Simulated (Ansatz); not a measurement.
# Cl₃H₅OSi₂: what the fields show

Input

```
crystal:
  periodic: [false, false, false]
  atoms:
    - {symbol: Si, position_ang: [-0.102617, -1.080256, -0.908322]}
    - {symbol: H, position_ang: [1.304183, -1.683660, -0.253942]}
    - {symbol: Cl, position_ang: [0.810707, -1.013838, -2.741831]}
    - {symbol: Cl, position_ang: [-1.060140, -2.813649, -0.380368]}
    - {symbol: Cl, position_ang: [-1.796609, 0.096599, -1.353751]}
    - {symbol: H, position_ang: [1.190099, -0.740418, 0.376189]}
    - {symbol: O, position_ang: [0.396754, 0.058745, 0.356866]}
    - {symbol: Si, position_ang: [-0.111126, 1.518477, 1.073879]}
    - {symbol: H, position_ang: [-0.122762, 2.573698, 0.042874]}
    - {symbol: H, position_ang: [-1.434482, 1.307855, 1.691058]}
    - {symbol: H, position_ang: [0.926093, 1.776547, 2.097549]}
basis:
  gaussian: {orbitals: def2-TZVPP}
hamiltonian: {xc: pbe0, dispersion: d4}
output: {orbitals: {seedname: orbitals}}
```

Command:

```sh
ansatz run in.yaml --threads 4 --pin off --events-out ev --progress --plain --max-ram 66560MiB --backend cuda --devices 0, --max-vram 37GiB
```

A transition-state structure; geometry: PBE0-D4/def2-TZVP.

All numbers below come from RKS PBE0-D4/def2-TZVPP in Ansatz.

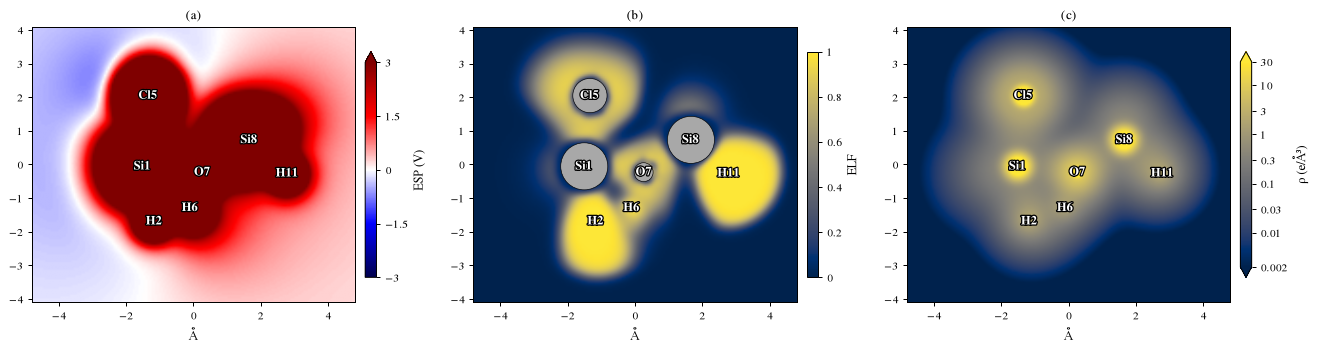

Figure 1. (a) molecular electrostatic potential; (b) electron localisation function; (c) electron density on the plane of atoms H2, Si1 and Cl5. Grey discs cover the atomic cores in the ELF map.

### What do the fields say about this system?

The plane passes through Si, H, Cl and O nuclei. Si–O (1.70 Å): ρ is about 1 e/Å³ halfway; the ELF peaks at about 0.85 between the atoms, as expected for a shared but strongly polarised pair. O–H (1.13 Å): the density is about 2.7 e/Å³ at the midpoint; the ELF climbs to about 0.95 towards the hydrogen, as it does in any bond to H. Si–O (1.77 Å): the density is about 0.88 e/Å³ at the midpoint; the ELF peaks at about 0.85 between the atoms, as expected for a polar covalent bond. Si–Cl (2.11 Å): ρ at the midpoint is about 0.85 e/Å³; the ELF peaks at about 0.90 between the atoms (a polar covalent bond). Si–H (1.48 Å): ρ is about 0.84 e/Å³ halfway; the ELF climbs to about 1 towards the hydrogen. The ELF also peaks beside Cl5, away from the bonds: lone-pair regions. Outside the dense part of the molecule the potential is most negative (−0.7 V) near Cl5.

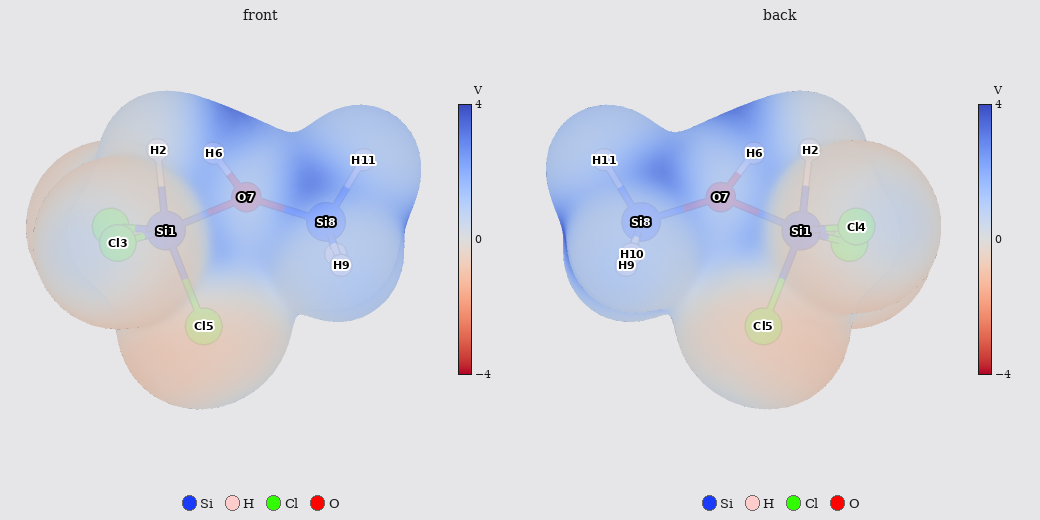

Figure 2. The molecular electrostatic potential painted on the density surface at 0.004 e/bohr³, seen from the front and from behind; the colour scale runs from red (negative) to blue (positive).

### Describe the electrostatic potential map.

The most negative region (about −0.7 V, or −16 kcal/mol for a unit charge) lies over Cl5, the most positive (about +3.1 V, or +71 kcal/mol for a unit charge) over Si8. Cl3 shows a σ-hole: about +0.4 V, or +9 kcal/mol for a unit charge at the tip opposite its bond, against about −0.3 V, or −7 kcal/mol for a unit charge on its flanks. Cl4 shows a σ-hole: about +0.4 V, or +9 kcal/mol for a unit charge at the tip opposite its bond, against about −0.3 V, or −7 kcal/mol for a unit charge on its flanks.

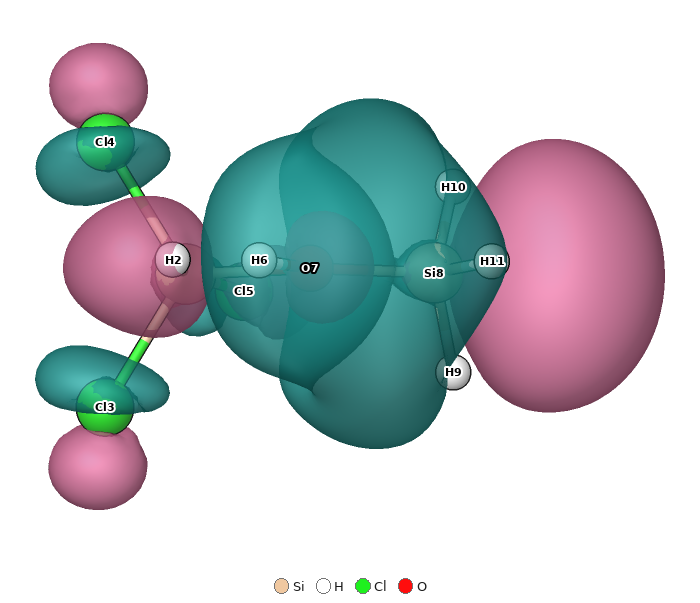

Figure 3. One frontier orbital at ±0.06 Å⁻³ᐟ² (teal and pink are the two phases), seen from one side.

### Which orbital is it: HOMO or LUMO?

The LUMO, at −0.68 eV. By Hirshfeld shares it lies mainly on Si8 (about 45 %), O7 (about 10 %), Si1 (about 10 %) and H6 (about 10 %).
